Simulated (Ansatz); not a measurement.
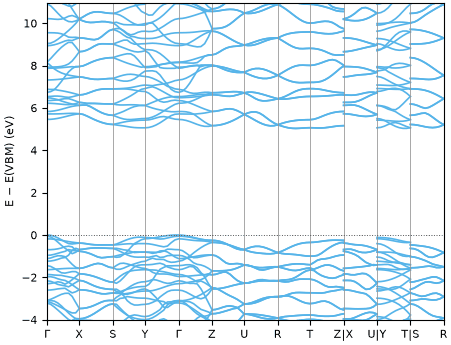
Figure: Band structure from r²SCAN in the plane-wave PAW code Ansatz

The gap is 4.94 eV; an edge lies off the plotted path or next to a special point (maximum at Γ, minimum off the standard path).

**Question.** Which of these materials gives this?
(A) SiO2, Pbcn (Si on 4c, O on 8d)
(B) TiO2, Pbcn (Ti on 4c, O on 8d)
(C) HfO2, Pca2_1 (Hf on 4a, O on 4a, O on 4a)

**Answer.** C, HfO2, Pca2_1 (Hf on 4a, O on 4a, O on 4a)

The cell was relaxed with r²SCAN under the symmetry of its start. No spin polarisation was allowed. Scalar-relativistic: spin–orbit coupling is off unless named, which matters more the heavier the elements.

Potentials: the earlier of the program's two PAW sets.
